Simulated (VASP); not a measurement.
Band structure of FePt (space group P4/mmm). These are PBEsol GGA, VASP's PBE PAW potentials (set 64) (plane waves; VASP) values and carry that method's errors.

Unless said otherwise, spin-orbit coupling is left out, though it shifts the bands of the heavy elements here.

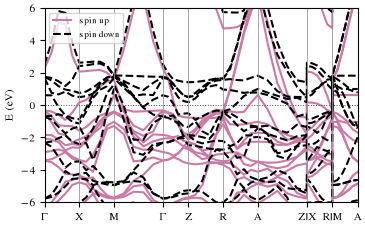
Figure. Bands along high-symmetry lines, zero at the valence-band maximum or, without a gap, the Fermi level

Question: Read the plot: is there a gap, and where are the band edges?

Answer: It has no gap at this level: it comes out as a metal or semimetal.

The structure is a typed FePt crystal (P4/mmm). The cell was not relaxed at this level.
